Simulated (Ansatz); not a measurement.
**Molecular dynamics, with input and output: ZrH2Cl2O2 (part 1 of 3)**

- system: ZrH2Cl2O2
- method: RKS BLYP/def2-SVP (Ansatz 0.2.0)

It belongs to a series of runs on one base structure; here: dynamics from the last frame of an earlier run.

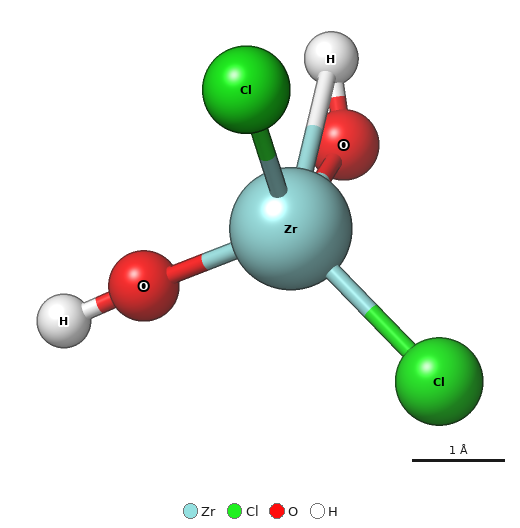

**Figure 1.** The starting structure (ball-and-stick view, seen at a tilt). Sticks mark near contacts. Bond lengths as drawn: Cl–Zr 2.39 to 2.44 Å, H–O 0.96 to 1.02 Å, H–Zr 2.58 Å and O–Zr 1.95 to 2.00 Å.

## Input file
```yaml
crystal:
  periodic: [false, false, false]
  atoms:
    - { symbol: Zr, position_ang: [-0.204134, -0.297758, 0.093925] }
    - { symbol: Cl, position_ang: [-0.061588, -0.114906, 2.527121] }
    - { symbol: O, position_ang: [1.522606, -0.151489, -0.79321] }
    - { symbol: H, position_ang: [2.288007, 0.19778, -0.331475] }
    - { symbol: O, position_ang: [-0.751157, 1.38188, -0.835993] }
    - { symbol: H, position_ang: [-1.181427, 2.226106, -1.204071] }
    - { symbol: Cl, position_ang: [-1.269403, -2.310164, -0.640932] }
basis:
  gaussian: { orbitals: def2-SVP }
hamiltonian:
  xc: blyp
md:
  timestep: 0.5
  n_steps: 250
  ensemble: nve
  temperature: 2000.0
  initial_velocities: maxwell_boltzmann
  seed: 17505
  masses: [{ species: H, mass: 3.016 }]
```

Hardware: 2 threads of Arm Neoverse V2, 24 GiB of memory available, shared host.

Command:
```bash
ansatz run input.yaml --threads 2 --pin off --max-ram 3072MiB --backend cpu --events-out ev --progress --plain --runs-dir out
```

## Output
```
Engine: ansatz 0.2.0, aarch64-unknown-linux-gnu
Functional definition: BLYP
  parameter beta = 0.0042
  parameter a = 0.04918
  parameter b = 0.132
  parameter c = 0.2533
  parameter d = 0.349
  exchange = b88_x(beta = beta)
  correlation = lyp_c(a = a, b = b, c = c, d = d)
1070 factors; their error is unknown
mean field evaluation 1: about -30432.9564 eV, gradient 8.9e1 eV
mean field evaluation 2: about -30102.4159 eV, gradient 3.3e2 eV
mean field evaluation 4: about -30445.1719 eV, gradient 2.8e1 eV
mean field evaluation 8: about -30447.3935 eV, gradient 4.4e-1 eV
mean field evaluation 16: about -30447.3542 eV, gradient 1.9e-3 eV
mean field -30447.35423508 eV, -1118.9196301812 hartree, gradient 5.8e-5 eV, S^2 0.000000; 0 other end points of the search recorded, 0 dependent functions left out
the calculation of the forces begins
reference -30447.35467020 eV, -1118.9196461715 hartree; 32, 32 occupied and 73, 73 virtual orbitals, 1070 factors
md step     0: t =     0.00 fs  T =  2000.0 K  F+E_penalty+E_count = -30447.35423508 eV  E_kin = 1.292600 eV  conserved = -30446.06163509 eV  (31 SCF iters)
these checks for a lower state are left out or cut short: starts, cluster_reference, orbital_swaps, neighbouring_geometries, increment
1070 factors; their error is unknown
mean field -30447.36051172 eV, -1118.9198608437 hartree, gradient 1.6e-5 eV, S^2 0.000000; 0 other end points of the search recorded, 0 dependent functions left out
the calculation of the forces begins
reference -30447.36094714 eV, -1118.9198768448 hartree; 32, 32 occupied and 73, 73 virtual orbitals, 1070 factors
md step     1: t =     0.50 fs  T =  2009.8 K  F+E_penalty+E_count = -30447.36051172 eV  E_kin = 1.298906 eV  conserved = -30446.06160604 eV  (31 SCF iters)
[... from here on the SCF iterations and repeated set-up lines of each step are left out, up to the last step ...]
md step     2: t =     1.00 fs  T =  2018.8 K  F+E_penalty+E_count = -30447.36631235 eV  E_kin = 1.304725 eV  conserved = -30446.06158759 eV  (31 SCF iters)
md step     3: t =     1.50 fs  T =  2027.1 K  F+E_penalty+E_count = -30447.37170023 eV  E_kin = 1.310112 eV  conserved = -30446.06158823 eV  (31 SCF iters)
md step     4: t =     2.00 fs  T =  2034.4 K  F+E_penalty+E_count = -30447.37644295 eV  E_kin = 1.314833 eV  conserved = -30446.06161022 eV  (31 SCF iters)
md step     5: t =     2.50 fs  T =  2039.8 K  F+E_penalty+E_count = -30447.37998973 eV  E_kin = 1.318342 eV  conserved = -30446.06164773 eV  (31 SCF iters)
md step     6: t =     3.00 fs  T =  2042.2 K  F+E_penalty+E_count = -30447.38156533 eV  E_kin = 1.319876 eV  conserved = -30446.06168953 eV  (32 SCF iters)
md step     7: t =     3.50 fs  T =  2040.3 K  F+E_penalty+E_count = -30447.38034801 eV  E_kin = 1.318625 eV  conserved = -30446.06172318 eV  (32 SCF iters)
md step     8: t =     4.00 fs  T =  2033.0 K  F+E_penalty+E_count = -30447.37566729 eV  E_kin = 1.313927 eV  conserved = -30446.06174005 eV  (32 SCF iters)
md step     9: t =     4.50 fs  T =  2019.8 K  F+E_penalty+E_count = -30447.36714972 eV  E_kin = 1.305412 eV  conserved = -30446.06173736 eV  (32 SCF iters)
md step    10: t =     5.00 fs  T =  2000.7 K  F+E_penalty+E_count = -30447.35477157 eV  E_kin = 1.293053 eV  conserved = -30446.06171835 eV  (32 SCF iters)
md step    11: t =     5.50 fs  T =  1976.1 K  F+E_penalty+E_count = -30447.33881674 eV  E_kin = 1.277127 eV  conserved = -30446.06169015 eV  (32 SCF iters)
md step    12: t =     6.00 fs  T =  1946.6 K  F+E_penalty+E_count = -30447.31977443 eV  E_kin = 1.258115 eV  conserved = -30446.06165989 eV  (31 SCF iters)
md step    13: t =     6.50 fs  T =  1913.3 K  F+E_penalty+E_count = -30447.29822819 eV  E_kin = 1.236596 eV  conserved = -30446.06163261 eV  (31 SCF iters)
md step    14: t =     7.00 fs  T =  1877.1 K  F+E_penalty+E_count = -30447.27477411 eV  E_kin = 1.213165 eV  conserved = -30446.06160949 eV  (32 SCF iters)
md step    15: t =     7.50 fs  T =  1838.8 K  F+E_penalty+E_count = -30447.24998678 eV  E_kin = 1.188398 eV  conserved = -30446.06158924 eV  (30 SCF iters)
md step    16: t =     8.00 fs  T =  1799.2 K  F+E_penalty+E_count = -30447.22442074 eV  E_kin = 1.162851 eV  conserved = -30446.06156946 eV  (31 SCF iters)
md step    17: t =     8.50 fs  T =  1759.4 K  F+E_penalty+E_count = -30447.19862627 eV  E_kin = 1.137077 eV  conserved = -30446.06154880 eV  (31 SCF iters)
md step    18: t =     9.00 fs  T =  1720.0 K  F+E_penalty+E_count = -30447.17315483 eV  E_kin = 1.111627 eV  conserved = -30446.06152747 eV  (32 SCF iters)
md step    19: t =     9.50 fs  T =  1681.9 K  F+E_penalty+E_count = -30447.14854283 eV  E_kin = 1.087036 eV  conserved = -30446.06150722 eV  (30 SCF iters)
md step    20: t =    10.00 fs  T =  1646.0 K  F+E_penalty+E_count = -30447.12527373 eV  E_kin = 1.063782 eV  conserved = -30446.06149123 eV  (30 SCF iters)
md step    21: t =    10.50 fs  T =  1612.6 K  F+E_penalty+E_count = -30447.10372683 eV  E_kin = 1.042245 eV  conserved = -30446.06148228 eV  (30 SCF iters)
md step    22: t =    11.00 fs  T =  1582.3 K  F+E_penalty+E_count = -30447.08412985 eV  E_kin = 1.022648 eV  conserved = -30446.06148232 eV  (29 SCF iters)
md step    23: t =    11.50 fs  T =  1555.1 K  F+E_penalty+E_count = -30447.06652847 eV  E_kin = 1.005037 eV  conserved = -30446.06149142 eV  (29 SCF iters)
md step    24: t =    12.00 fs  T =  1530.7 K  F+E_penalty+E_count = -30447.05078587 eV  E_kin = 0.989278 eV  conserved = -30446.06150752 eV  (29 SCF iters)
md step    25: t =    12.50 fs  T =  1508.7 K  F+E_penalty+E_count = -30447.03661696 eV  E_kin = 0.975091 eV  conserved = -30446.06152644 eV  (30 SCF iters)
md step    26: t =    13.00 fs  T =  1488.6 K  F+E_penalty+E_count = -30447.02365556 eV  E_kin = 0.962113 eV  conserved = -30446.06154287 eV  (31 SCF iters)
md step    27: t =    13.50 fs  T =  1469.9 K  F+E_penalty+E_count = -30447.01154152 eV  E_kin = 0.949991 eV  conserved = -30446.06155073 eV  (31 SCF iters)
md step    28: t =    14.00 fs  T =  1452.1 K  F+E_penalty+E_count = -30447.00001219 eV  E_kin = 0.938466 eV  conserved = -30446.06154619 eV  (30 SCF iters)
md step    29: t =    14.50 fs  T =  1435.0 K  F+E_penalty+E_count = -30446.98896813 eV  E_kin = 0.927440 eV  conserved = -30446.06152833 eV  (30 SCF iters)
md step    30: t =    15.00 fs  T =  1418.8 K  F+E_penalty+E_count = -30446.97849204 eV  E_kin = 0.916991 eV  conserved = -30446.06150088 eV  (30 SCF iters)
md step    31: t =    15.50 fs  T =  1403.9 K  F+E_penalty+E_count = -30446.96880206 eV  E_kin = 0.907331 eV  conserved = -30446.06147147 eV  (30 SCF iters)
md step    32: t =    16.00 fs  T =  1390.5 K  F+E_penalty+E_count = -30446.96014588 eV  E_kin = 0.898696 eV  conserved = -30446.06145018 eV  (30 SCF iters)
md step    33: t =    16.50 fs  T =  1379.0 K  F+E_penalty+E_count = -30446.95266282 eV  E_kin = 0.891218 eV  conserved = -30446.06144498 eV  (30 SCF iters)
md step    34: t =    17.00 fs  T =  1369.0 K  F+E_penalty+E_count = -30446.94626861 eV  E_kin = 0.884808 eV  conserved = -30446.06146039 eV  (30 SCF iters)
md step    35: t =    17.50 fs  T =  1360.2 K  F+E_penalty+E_count = -30446.94060662 eV  E_kin = 0.879113 eV  conserved = -30446.06149331 eV  (30 SCF iters)
md step    36: t =    18.00 fs  T =  1351.6 K  F+E_penalty+E_count = -30446.93510080 eV  E_kin = 0.873567 eV  conserved = -30446.06153407 eV  (30 SCF iters)
md step    37: t =    18.50 fs  T =  1342.3 K  F+E_penalty+E_count = -30446.92909814 eV  E_kin = 0.867527 eV  conserved = -30446.06157073 eV  (30 SCF iters)
md step    38: t =    19.00 fs  T =  1331.4 K  F+E_penalty+E_count = -30446.92204984 eV  E_kin = 0.860457 eV  conserved = -30446.06159294 eV  (31 SCF iters)
md step    39: t =    19.50 fs  T =  1318.4 K  F+E_penalty+E_count = -30446.91366776 eV  E_kin = 0.852073 eV  conserved = -30446.06159459 eV  (31 SCF iters)
md step    40: t =    20.00 fs  T =  1303.5 K  F+E_penalty+E_count = -30446.90400592 eV  E_kin = 0.842429 eV  conserved = -30446.06157678 eV  (31 SCF iters)
md step    41: t =    20.50 fs  T =  1287.2 K  F+E_penalty+E_count = -30446.89344248 eV  E_kin = 0.831896 eV  conserved = -30446.06154606 eV  (30 SCF iters)
md step    42: t =    21.00 fs  T =  1270.4 K  F+E_penalty+E_count = -30446.88258131 eV  E_kin = 0.821071 eV  conserved = -30446.06151039 eV  (30 SCF iters)
md step    43: t =    21.50 fs  T =  1254.3 K  F+E_penalty+E_count = -30446.87211924 eV  E_kin = 0.810641 eV  conserved = -30446.06147775 eV  (30 SCF iters)
md step    44: t =    22.00 fs  T =  1239.8 K  F+E_penalty+E_count = -30446.86271961 eV  E_kin = 0.801267 eV  conserved = -30446.06145258 eV  (31 SCF iters)
md step    45: t =    22.50 fs  T =  1227.7 K  F+E_penalty+E_count = -30446.85493044 eV  E_kin = 0.793494 eV  conserved = -30446.06143689 eV  (31 SCF iters)
md step    46: t =    23.00 fs  T =  1218.8 K  F+E_penalty+E_count = -30446.84915003 eV  E_kin = 0.787721 eV  conserved = -30446.06142933 eV  (30 SCF iters)
md step    47: t =    23.50 fs  T =  1213.4 K  F+E_penalty+E_count = -30446.84563448 eV  E_kin = 0.784207 eV  conserved = -30446.06142774 eV  (31 SCF iters)
md step    48: t =    24.00 fs  T =  1211.7 K  F+E_penalty+E_count = -30446.84452143 eV  E_kin = 0.783091 eV  conserved = -30446.06143034 eV  (31 SCF iters)
md step    49: t =    24.50 fs  T =  1213.7 K  F+E_penalty+E_count = -30446.84585074 eV  E_kin = 0.784414 eV  conserved = -30446.06143671 eV  (32 SCF iters)
md step    50: t =    25.00 fs  T =  1219.4 K  F+E_penalty+E_count = -30446.84956907 eV  E_kin = 0.788122 eV  conserved = -30446.06144750 eV  (31 SCF iters)
md step    51: t =    25.50 fs  T =  1228.6 K  F+E_penalty+E_count = -30446.85551928 eV  E_kin = 0.794055 eV  conserved = -30446.06146425 eV  (30 SCF iters)
md step    52: t =    26.00 fs  T =  1240.8 K  F+E_penalty+E_count = -30446.86342114 eV  E_kin = 0.801933 eV  conserved = -30446.06148789 eV  (30 SCF iters)
md step    53: t =    26.50 fs  T =  1255.4 K  F+E_penalty+E_count = -30446.87285882 eV  E_kin = 0.811341 eV  conserved = -30446.06151823 eV  (31 SCF iters)
md step    54: t =    27.00 fs  T =  1271.4 K  F+E_penalty+E_count = -30446.88328732 eV  E_kin = 0.821734 eV  conserved = -30446.06155316 eV  (31 SCF iters)
md step    55: t =    27.50 fs  T =  1288.1 K  F+E_penalty+E_count = -30446.89406843 eV  E_kin = 0.832480 eV  conserved = -30446.06158849 eV  (31 SCF iters)
md step    56: t =    28.00 fs  T =  1304.2 K  F+E_penalty+E_count = -30446.90453945 eV  E_kin = 0.842921 eV  conserved = -30446.06161837 eV  (31 SCF iters)
md step    57: t =    28.50 fs  T =  1319.0 K  F+E_penalty+E_count = -30446.91410773 eV  E_kin = 0.852472 eV  conserved = -30446.06163578 eV  (31 SCF iters)
md step    58: t =    29.00 fs  T =  1331.8 K  F+E_penalty+E_count = -30446.92235684 eV  E_kin = 0.860721 eV  conserved = -30446.06163561 eV  (30 SCF iters)
md step    59: t =    29.50 fs  T =  1342.3 K  F+E_penalty+E_count = -30446.92913237 eV  E_kin = 0.867517 eV  conserved = -30446.06161560 eV  (30 SCF iters)
md step    60: t =    30.00 fs  T =  1350.8 K  F+E_penalty+E_count = -30446.93457950 eV  E_kin = 0.873001 eV  conserved = -30446.06157887 eV  (30 SCF iters)
md step    61: t =    30.50 fs  T =  1357.8 K  F+E_penalty+E_count = -30446.93910289 eV  E_kin = 0.877569 eV  conserved = -30446.06153404 eV  (30 SCF iters)
md step    62: t =    31.00 fs  T =  1364.3 K  F+E_penalty+E_count = -30446.94324430 eV  E_kin = 0.881750 eV  conserved = -30446.06149395 eV  (30 SCF iters)
md step    63: t =    31.50 fs  T =  1370.9 K  F+E_penalty+E_count = -30446.94750098 eV  E_kin = 0.886030 eV  conserved = -30446.06147121 eV  (30 SCF iters)
md step    64: t =    32.00 fs  T =  1378.1 K  F+E_penalty+E_count = -30446.95214254 eV  E_kin = 0.890668 eV  conserved = -30446.06147421 eV  (31 SCF iters)
md step    65: t =    32.50 fs  T =  1385.7 K  F+E_penalty+E_count = -30446.95709339 eV  E_kin = 0.895590 eV  conserved = -30446.06150343 eV  (30 SCF iters)
md step    66: t =    33.00 fs  T =  1393.1 K  F+E_penalty+E_count = -30446.96193301 eV  E_kin = 0.900383 eV  conserved = -30446.06154968 eV  (30 SCF iters)
md step    67: t =    33.50 fs  T =  1399.4 K  F+E_penalty+E_count = -30446.96602727 eV  E_kin = 0.904429 eV  conserved = -30446.06159801 eV  (31 SCF iters)
md step    68: t =    34.00 fs  T =  1403.5 K  F+E_penalty+E_count = -30446.96874519 eV  E_kin = 0.907112 eV  conserved = -30446.06163275 eV  (31 SCF iters)
md step    69: t =    34.50 fs  T =  1405.0 K  F+E_penalty+E_count = -30446.96968574 eV  E_kin = 0.908043 eV  conserved = -30446.06164292 eV  (31 SCF iters)
md step    70: t =    35.00 fs  T =  1403.7 K  F+E_penalty+E_count = -30446.96883482 eV  E_kin = 0.907209 eV  conserved = -30446.06162569 eV  (30 SCF iters)
md step    71: t =    35.50 fs  T =  1400.3 K  F+E_penalty+E_count = -30446.96660212 eV  E_kin = 0.905016 eV  conserved = -30446.06158623 eV  (29 SCF iters)
md step    72: t =    36.00 fs  T =  1395.9 K  F+E_penalty+E_count = -30446.96373569 eV  E_kin = 0.902200 eV  conserved = -30446.06153543 eV  (30 SCF iters)
md step    73: t =    36.50 fs  T =  1392.0 K  F+E_penalty+E_count = -30446.96115119 eV  E_kin = 0.899665 eV  conserved = -30446.06148601 eV  (29 SCF iters)
md step    74: t =    37.00 fs  T =  1389.9 K  F+E_penalty+E_count = -30446.95973666 eV  E_kin = 0.898288 eV  conserved = -30446.06144854 eV  (29 SCF iters)
md step    75: t =    37.50 fs  T =  1390.6 K  F+E_penalty+E_count = -30446.96019112 eV  E_kin = 0.898762 eV  conserved = -30446.06142866 eV  (31 SCF iters)
md step    76: t =    38.00 fs  T =  1394.9 K  F+E_penalty+E_count = -30446.96293507 eV  E_kin = 0.901508 eV  conserved = -30446.06142716 eV  (31 SCF iters)
md step    77: t =    38.50 fs  T =  1402.8 K  F+E_penalty+E_count = -30446.96809771 eV  E_kin = 0.906658 eV  conserved = -30446.06144021 eV  (30 SCF iters)
md step    78: t =    39.00 fs  T =  1414.4 K  F+E_penalty+E_count = -30446.97556615 eV  E_kin = 0.914103 eV  conserved = -30446.06146272 eV  (30 SCF iters)
md step    79: t =    39.50 fs  T =  1429.0 K  F+E_penalty+E_count = -30446.98506195 eV  E_kin = 0.923572 eV  conserved = -30446.06148985 eV  (31 SCF iters)
md step    80: t =    40.00 fs  T =  1446.2 K  F+E_penalty+E_count = -30446.99621655 eV  E_kin = 0.934699 eV  conserved = -30446.06151785 eV  (31 SCF iters)
md step    81: t =    40.50 fs  T =  1465.4 K  F+E_penalty+E_count = -30447.00862752 eV  E_kin = 0.947083 eV  conserved = -30446.06154498 eV  (31 SCF iters)
md step    82: t =    41.00 fs  T =  1485.9 K  F+E_penalty+E_count = -30447.02188786 eV  E_kin = 0.960317 eV  conserved = -30446.06157037 eV  (29 SCF iters)
md step    83: t =    41.50 fs  T =  1507.0 K  F+E_penalty+E_count = -30447.03559734 eV  E_kin = 0.974003 eV  conserved = -30446.06159432 eV  (29 SCF iters)
md step    84: t =    42.00 fs  T =  1528.3 K  F+E_penalty+E_count = -30447.04936417 eV  E_kin = 0.987748 eV  conserved = -30446.06161627 eV  (31 SCF iters)
md step    85: t =    42.50 fs  T =  1549.1 K  F+E_penalty+E_count = -30447.06281274 eV  E_kin = 1.001178 eV  conserved = -30446.06163509 eV  (30 SCF iters)
md step    86: t =    43.00 fs  T =  1568.9 K  F+E_penalty+E_count = -30447.07560205 eV  E_kin = 1.013953 eV  conserved = -30446.06164869 eV  (31 SCF iters)
md step    87: t =    43.50 fs  T =  1587.2 K  F+E_penalty+E_count = -30447.08745705 eV  E_kin = 1.025802 eV  conserved = -30446.06165488 eV  (31 SCF iters)
md step    88: t =    44.00 fs  T =  1603.8 K  F+E_penalty+E_count = -30447.09820402 eV  E_kin = 1.036552 eV  conserved = -30446.06165194 eV  (32 SCF iters)
md step    89: t =    44.50 fs  T =  1618.7 K  F+E_penalty+E_count = -30447.10779811 eV  E_kin = 1.046159 eV  conserved = -30446.06163952 eV  (31 SCF iters)
md step    90: t =    45.00 fs  T =  1631.9 K  F+E_penalty+E_count = -30447.11632852 eV  E_kin = 1.054709 eV  conserved = -30446.06161946 eV  (30 SCF iters)
md step    91: t =    45.50 fs  T =  1643.8 K  F+E_penalty+E_count = -30447.12399031 eV  E_kin = 1.062394 eV  conserved = -30446.06159619 eV  (32 SCF iters)
md step    92: t =    46.00 fs  T =  1654.7 K  F+E_penalty+E_count = -30447.13102108 eV  E_kin = 1.069446 eV  conserved = -30446.06157554 eV  (31 SCF iters)
md step    93: t =    46.50 fs  T =  1664.9 K  F+E_penalty+E_count = -30447.13761584 eV  E_kin = 1.076053 eV  conserved = -30446.06156323 eV  (32 SCF iters)
md step    94: t =    47.00 fs  T =  1674.6 K  F+E_penalty+E_count = -30447.14384342 eV  E_kin = 1.082281 eV  conserved = -30446.06156284 eV  (31 SCF iters)
md step    95: t =    47.50 fs  T =  1683.5 K  F+E_penalty+E_count = -30447.14959468 eV  E_kin = 1.088021 eV  conserved = -30446.06157410 eV  (31 SCF iters)
md step    96: t =    48.00 fs  T =  1691.2 K  F+E_penalty+E_count = -30447.15458699 eV  E_kin = 1.092994 eV  conserved = -30446.06159267 eV  (31 SCF iters)
md step    97: t =    48.50 fs  T =  1697.1 K  F+E_penalty+E_count = -30447.15843156 eV  E_kin = 1.096821 eV  conserved = -30446.06161093 eV  (31 SCF iters)
md step    98: t =    49.00 fs  T =  1700.6 K  F+E_penalty+E_count = -30447.16074895 eV  E_kin = 1.099128 eV  conserved = -30446.06162084 eV  (31 SCF iters)
md step    99: t =    49.50 fs  T =  1701.5 K  F+E_penalty+E_count = -30447.16129402 eV  E_kin = 1.099678 eV  conserved = -30446.06161572 eV  (31 SCF iters)
md step   100: t =    50.00 fs  T =  1699.6 K  F+E_penalty+E_count = -30447.16005163 eV  E_kin = 1.098457 eV  conserved = -30446.06159446 eV  (31 SCF iters)
md step   101: t =    50.50 fs  T =  1695.3 K  F+E_penalty+E_count = -30447.15726207 eV  E_kin = 1.095701 eV  conserved = -30446.06156088 eV  (31 SCF iters)
md step   102: t =    51.00 fs  T =  1689.4 K  F+E_penalty+E_count = -30447.15337052 eV  E_kin = 1.091848 eV  conserved = -30446.06152289 eV  (31 SCF iters)
md step   103: t =    51.50 fs  T =  1682.5 K  F+E_penalty+E_count = -30447.14891576 eV  E_kin = 1.087426 eV  conserved = -30446.06148958 eV  (31 SCF iters)
md step   104: t =    52.00 fs  T =  1675.6 K  F+E_penalty+E_count = -30447.14439882 eV  E_kin = 1.082930 eV  conserved = -30446.06146858 eV  (31 SCF iters)
md step   105: t =    52.50 fs  T =  1669.1 K  F+E_penalty+E_count = -30447.14017513 eV  E_kin = 1.078712 eV  conserved = -30446.06146300 eV  (30 SCF iters)
md step   106: t =    53.00 fs  T =  1663.2 K  F+E_penalty+E_count = -30447.13640663 eV  E_kin = 1.074935 eV  conserved = -30446.06147134 eV  (31 SCF iters)
md step   107: t =    53.50 fs  T =  1658.0 K  F+E_penalty+E_count = -30447.13308096 eV  E_kin = 1.071593 eV  conserved = -30446.06148817 eV  (31 SCF iters)
md step   108: t =    54.00 fs  T =  1653.4 K  F+E_penalty+E_count = -30447.13008361 eV  E_kin = 1.068577 eV  conserved = -30446.06150690 eV  (31 SCF iters)
md step   109: t =    54.50 fs  T =  1649.0 K  F+E_penalty+E_count = -30447.12729005 eV  E_kin = 1.065768 eV  conserved = -30446.06152168 eV  (31 SCF iters)
md step   110: t =    55.00 fs  T =  1644.9 K  F+E_penalty+E_count = -30447.12464591 eV  E_kin = 1.063117 eV  conserved = -30446.06152894 eV  (31 SCF iters)
md step   111: t =    55.50 fs  T =  1641.2 K  F+E_penalty+E_count = -30447.12221294 eV  E_kin = 1.060685 eV  conserved = -30446.06152790 eV  (31 SCF iters)
md step   112: t =    56.00 fs  T =  1638.0 K  F+E_penalty+E_count = -30447.12017393 eV  E_kin = 1.058654 eV  conserved = -30446.06151995 eV  (30 SCF iters)
md step   113: t =    56.50 fs  T =  1635.9 K  F+E_penalty+E_count = -30447.11880470 eV  E_kin = 1.057296 eV  conserved = -30446.06150859 eV  (31 SCF iters)
md step   114: t =    57.00 fs  T =  1635.4 K  F+E_penalty+E_count = -30447.11842444 eV  E_kin = 1.056929 eV  conserved = -30446.06149578 eV  (31 SCF iters)
md step   115: t =    57.50 fs  T =  1636.8 K  F+E_penalty+E_count = -30447.11934977 eV  E_kin = 1.057866 eV  conserved = -30446.06148388 eV  (31 SCF iters)
md step   116: t =    58.00 fs  T =  1640.7 K  F+E_penalty+E_count = -30447.12185669 eV  E_kin = 1.060383 eV  conserved = -30446.06147378 eV  (31 SCF iters)
md step   117: t =    58.50 fs  T =  1647.4 K  F+E_penalty+E_count = -30447.12616350 eV  E_kin = 1.064698 eV  conserved = -30446.06146548 eV  (31 SCF iters)
md step   118: t =    59.00 fs  T =  1657.1 K  F+E_penalty+E_count = -30447.13243091 eV  E_kin = 1.070973 eV  conserved = -30446.06145807 eV  (31 SCF iters)
md step   119: t =    59.50 fs  T =  1670.0 K  F+E_penalty+E_count = -30447.14077307 eV  E_kin = 1.079322 eV  conserved = -30446.06145058 eV  (31 SCF iters)
```
